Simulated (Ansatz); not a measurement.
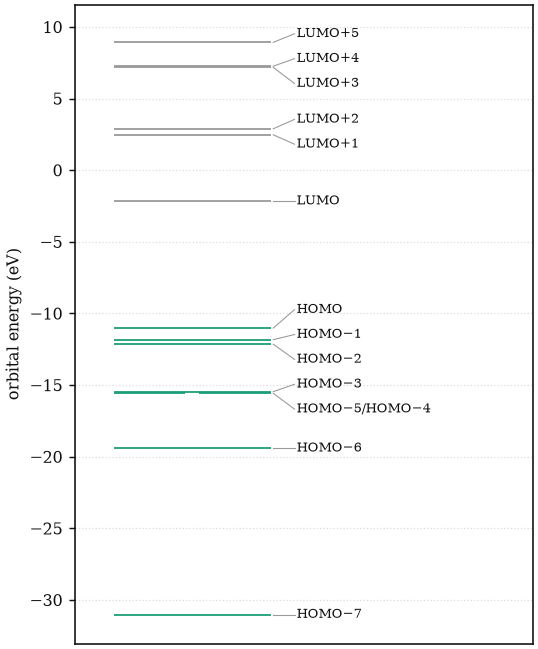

SO₂, SMILES O=S=O. Kohn-Sham orbital energies near the frontier, CAM-B3LYP/def2-TZVPP, the Ansatz code, at a PBE0-D4/def2-TZVP geometry (a minimum by its frequencies), isolated molecule; empty levels in grey, levels within 0.03 eV side by side.

**Where do the frontier orbitals lie?**

HOMO at −11.03 eV, LUMO at −2.16 eV, 8.86 eV apart.

**How far below the HOMO does the next level lie?**

0.81 eV.

Known limits of this run: empty levels above zero depend strongly on the basis.
